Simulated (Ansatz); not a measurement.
**Redistribution: CF4 + C2H6Si → SiH3(CF3) + C2H3F**

Species: CF4 (tetrafluoromethane) `FC(F)(F)F`, singlet; C2H6Si (vinylsilane) `C=C[SiH3]`, singlet; SiH3(CF3), singlet; C2H3F `C=CF`, singlet. The partners trade F for SiH3; both sit on C, so the bond types are kept.

Shapes, held fixed at every level: PBE0-D4/def2-TZVP. Programs: Ansatz 0.2.0. The zero-point and thermal change to 298 K, harmonic and unscaled (PBE0-D4/def2-TZVP), is -1.4 kJ/mol.

| level | kind | ΔH(298 K) (kJ/mol) | less CCSD(T)/CBS estimate |
| --- | --- | --- | --- |
| HF/def2-SVP | Hartree–Fock | +96.9 | +26.9 |
| HF/def2-TZVPP | Hartree–Fock | +86.4 | +16.4 |
| B3LYP-D4/def2-TZVPP | global hybrid | +58.5 | -11.5 |
| PBE0-D4/def2-TZVPP | global hybrid | +70.1 | +0.1 |
| MP2/def2-TZVPP | perturbation theory | +81.3 | +11.3 |
| CCSD(T)/def2-SVP | coupled cluster or CI | +93.3 | +23.3 |
| CCSD/def2-TZVPP | coupled cluster or CI | +77.7 | +7.7 |
| CCSD(T)/CBS estimate | coupled cluster or CI | +70.0 | 0.0 |

The highest level, CCSD(T)/CBS estimate, gives ΔH(298 K) = +70.0 kJ/mol; the levels span +58.5 to +96.9. The column of differences is taken from that level and isn't an error. No measured value is set beside it here. The CBS estimate extrapolates MP2 from def2-TZVPP and def2-QZVPP and adds CCSD(T) − MP2 in the triple-zeta set, cores frozen.

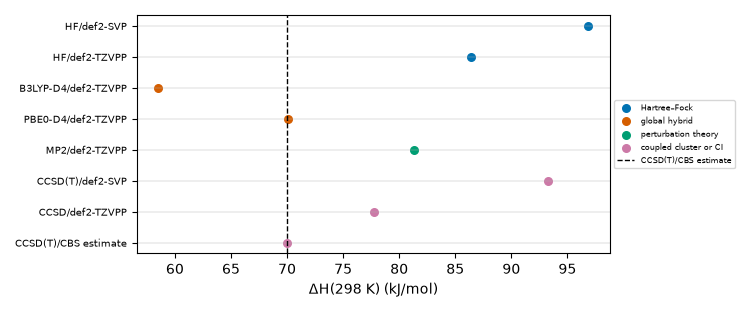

The values of the table, level by level.
